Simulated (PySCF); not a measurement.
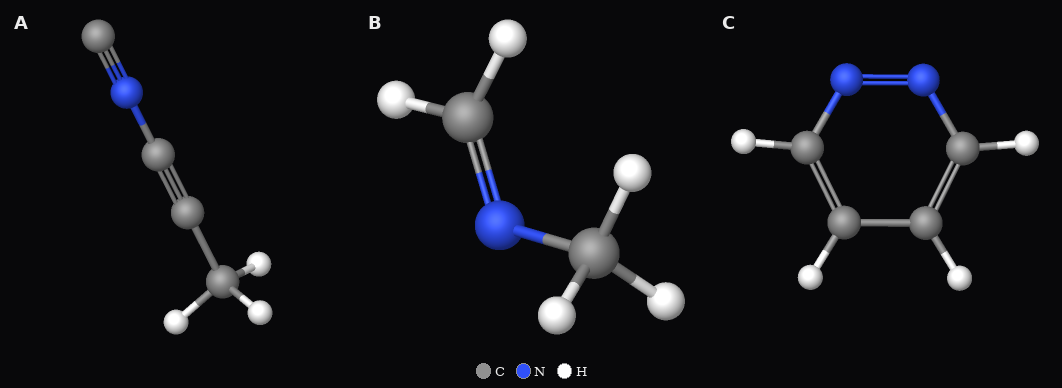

(Drawn from a calculation with PySCF.)

Question: Which panel belongs to which SMILES?
(1) [C-]#[N+]C#CC
(2) c1ccnnc1
(3) C=NC

Answer: A is (1), B is (3), C is (2).
